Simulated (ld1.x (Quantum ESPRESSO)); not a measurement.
## Run report: Si, pseudopotential generation (part 2 of 2)

Continued. System: silicon (Si, Z = 14), core [He], reference valence 2s2 2p6 3s2 3p1 (an ion of charge +1), valence charge 12. Method: TM potential, BP86, fully relativistic, made with ld1.x (Quantum ESPRESSO) 7.5.

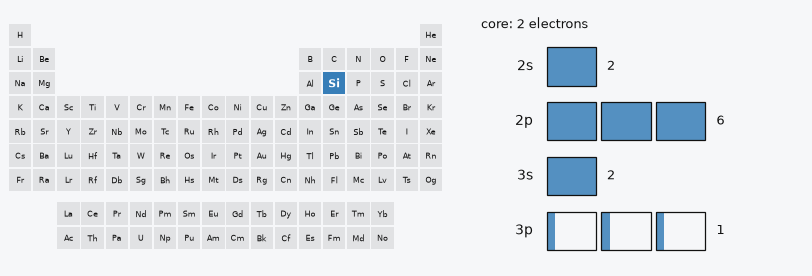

Left, the place of silicon in the periodic table; right, the valence shells of the reference configuration: a box for each of the 2l + 1 orbitals, shaded by the share of the shell that is filled, with the electron count at the right.

### Output of the test run (extracts), continued
```
     ---------------------- Testing the pseudopotential ----------------------

     Si
     dirac relativistic calculation

     atomic number is 14.00   valence charge is 12.00
     dft =BP   lsd =0 sic =0 latt =0  beta=0.20 tr2=1.0E-14
     mesh =1141 r(mesh) = 100.57892 xmin = -7.00 dx = 0.01250

     n l  j  nl             e AE (Ry)       e PS (Ry)    De AE-PS (Ry)
     1 0 0.5 2S   1( 1.00)      -12.29902      -12.38165        0.08263  !
     2 1 0.5 2P   1( 2.00)       -9.15962       -9.19781        0.03819  !
     2 1 1.5 2P   1( 4.00)       -9.10872       -9.19781        0.08909  !
     2 0 0.5 3S   1( 2.00)       -1.64446       -1.60709       -0.03737  !
     3 1 0.5 3P   1( 0.67)       -1.04011       -0.99950       -0.04061  !
     3 1 1.5 3P   1( 1.33)       -1.03603       -0.99950       -0.03653  !

     eps = 8.2E-15  iter = 21

     Etot =    -568.769392 Ry,    -284.384696 Ha,   -7738.501805 eV
     Etotps =  -191.352804 Ry,     -95.676402 Ha,   -2603.487530 eV
     dEtot_ae =      10.684215 Ry
     dEtot_ps =      10.753042 Ry,   Delta E=      -0.068828 Ry

     Ekin =     145.652936 Ry,      72.826468 Ha,    1981.709146 eV
     Encl =    -446.807183 Ry,    -223.403591 Ha,   -6079.121411 eV
     Ehrt =     122.499171 Ry,      61.249586 Ha,    1666.686133 eV
     Ecxc =     -23.169464 Ry,     -11.584732 Ha,    -315.236623 eV
     (Ecc =      -1.630807 Ry,      -0.815404 Ha,     -22.188266 eV)
     Epseu=      10.471736 Ry,       5.235868 Ha,     142.475225 eV

     ---------------------- End of pseudopotential test ----------------------

     ---------------------- Testing the pseudopotential ----------------------

     Si
     dirac relativistic calculation

     atomic number is 14.00   valence charge is 12.00
     dft =BP   lsd =0 sic =0 latt =0  beta=0.20 tr2=1.0E-14
     mesh =1141 r(mesh) = 100.57892 xmin = -7.00 dx = 0.01250

     n l  j  nl             e AE (Ry)       e PS (Ry)    De AE-PS (Ry)
     1 0 0.5 2S   1( 2.00)      -12.36837      -12.43582        0.06745  !
     2 1 0.5 2P   1( 1.67)       -9.25506       -9.25573        0.00067
     2 1 1.5 2P   1( 3.33)       -9.20347       -9.25573        0.05226  !
     2 0 0.5 3S   1( 2.00)       -1.64585       -1.60847       -0.03739  !
     3 1 0.5 3P   1( 0.67)       -1.04249       -1.00031       -0.04218  !
     3 1 1.5 3P   1( 1.33)       -1.03841       -1.00031       -0.03809  !

     eps = 3.2E-15  iter = 33

     Etot =    -571.930002 Ry,    -285.965001 Ha,   -7781.504095 eV
     Etotps =  -194.534739 Ry,     -97.267369 Ha,   -2646.779955 eV
     dEtot_ae =       7.523605 Ry
     dEtot_ps =       7.571108 Ry,   Delta E=      -0.047503 Ry

     Ekin =     131.330081 Ry,      65.665040 Ha,    1786.836778 eV
     Encl =    -444.160274 Ry,    -222.080137 Ha,   -6043.108387 eV
     Ehrt =     122.068241 Ry,      61.034120 Ha,    1660.823022 eV
     Ecxc =     -23.049255 Ry,     -11.524627 Ha,    -313.601090 eV
     (Ecc =      -1.630807 Ry,      -0.815404 Ha,     -22.188266 eV)
     Epseu=      19.276469 Ry,       9.638234 Ha,     262.269722 eV

     ---------------------- End of pseudopotential test ----------------------

     ---------------------- Testing the pseudopotential ----------------------

     Si
     dirac relativistic calculation

     atomic number is 14.00   valence charge is 12.00
     dft =BP   lsd =0 sic =0 latt =0  beta=0.20 tr2=1.0E-14
     mesh =1141 r(mesh) = 100.57892 xmin = -7.00 dx = 0.01250

     n l  j  nl             e AE (Ry)       e PS (Ry)    De AE-PS (Ry)
     1 0 0.5 2S   1( 2.00)      -10.38538      -10.39221        0.00683  !
     2 1 0.5 2P   1( 2.00)       -7.18649       -7.16273       -0.02376  !
     2 1 1.5 2P   1( 4.00)       -7.13884       -7.16273        0.02389  !
     2 0 0.5 3S   1( 1.00)       -0.85790       -0.82966       -0.02824  !
     3 1 0.5 3P   1( 1.00)       -0.35209       -0.32310       -0.02899  !
     3 1 1.5 3P   1( 2.00)       -0.34959       -0.32310       -0.02649  !

     eps = 7.2E-15  iter = 32

     Etot =    -579.528260 Ry,    -289.764130 Ha,   -7884.883668 eV
     Etotps =  -202.158002 Ry,    -101.079001 Ha,   -2750.499743 eV
     dEtot_ae =      -0.074654 Ry
     dEtot_ps =      -0.052156 Ry,   Delta E=      -0.022498 Ry

     Ekin =     143.163069 Ry,      71.581535 Ha,    1947.832784 eV
     Encl =    -478.510118 Ry,    -239.255059 Ha,   -6510.461820 eV
     Ehrt =     141.174171 Ry,      70.587086 Ha,    1920.772448 eV
     Ecxc =     -25.118240 Ry,     -12.559120 Ha,    -341.751070 eV
     (Ecc =      -1.630807 Ry,      -0.815404 Ha,     -22.188266 eV)
     Epseu=      17.133116 Ry,       8.566558 Ha,     233.107915 eV

     ---------------------- End of pseudopotential test ----------------------

     ---------------------- Testing the pseudopotential ----------------------

     Si
     dirac relativistic calculation

     atomic number is 14.00   valence charge is 12.00
     dft =BP   lsd =0 sic =0 latt =0  beta=0.20 tr2=1.0E-14
     mesh =1141 r(mesh) = 100.57892 xmin = -7.00 dx = 0.01250

     n l  j  nl             e AE (Ry)       e PS (Ry)    De AE-PS (Ry)
     1 0 0.5 2S   1( 2.00)      -14.14932      -14.10465       -0.04467  !
     2 1 0.5 2P   1( 2.00)      -10.95853      -10.87889       -0.07964  !
     2 1 1.5 2P   1( 4.00)      -10.91004      -10.87889       -0.03115  !
     2 0 0.5 3S   1( 0.00)       -3.64546       -3.82744        0.18198  !
     3 1 0.5 3P   1( 0.00)       -2.96637       -3.15246        0.18609  !
     3 1 1.5 3P   1( 0.00)       -2.96048       -3.15246        0.19198  !

     eps = 5.7E-15  iter = 16

     Etot =    -572.465694 Ry,    -286.232847 Ha,   -7788.792560 eV
     Etotps =  -195.042372 Ry,     -97.521186 Ha,   -2653.686653 eV
     dEtot_ae =       6.987913 Ry
     dEtot_ps =       7.063475 Ry,   Delta E=      -0.075562 Ry

     Ekin =     137.752643 Ry,      68.876321 Ha,    1874.220181 eV
     Encl =    -432.924663 Ry,    -216.462332 Ha,   -5890.240117 eV
     Ehrt =     105.744192 Ry,      52.872096 Ha,    1438.723022 eV
     Ecxc =     -22.240780 Ry,     -11.120390 Ha,    -302.601228 eV
     (Ecc =      -1.630807 Ry,      -0.815404 Ha,     -22.188266 eV)
     Epseu=      16.626238 Ry,       8.313119 Ha,     226.211488 eV

     ---------------------- End of pseudopotential test ----------------------
```

### Summary

- outcome: generated; 2s isn't converged at 400 Ry in the Bessel test; no spin-orbit splitting in 2p; the pseudo-atom misses its reference levels by up to 0.43 eV (2p)
- reference test: the pseudo-atom misses its own reference levels by up to 0.43 eV
- ghost test: no ghost state below the valence levels in the s, p1/2, p3/2, d, f channels (spherical-Bessel basis up to 400 Ry, 20 bohr box)
- largest excitation error: -1028 meV (all-electron minus pseudo) for 2s2 2p6 3s0 3p0, out of 7 test configurations
- range over which the phases arctan(r u′/u) at the test radius agree within 0.05 rad (a looser test near the poles than one of phase shifts): s: up to about 3.7 Ry; p1/2: up to about 1.8 Ry; p3/2: up to about 2.2 Ry
- hardware: 1 CPU thread, shared host
- wall time: 1.9 s

### Notes

An excitation error of 1028 meV in its own tests makes this a poorly transferable potential. The potential has no spin-orbit splitting in 2p, whose channel is the local potential: both pseudo levels lie at −7.7330 Ry, against −7.7648 and −7.7171 Ry all-electron. In the spherical-Bessel test 2s stands at −10.953 Ry at the top cutoff of 400 Ry, still falling, against −10.962 Ry all-electron. No cutoff can be given.
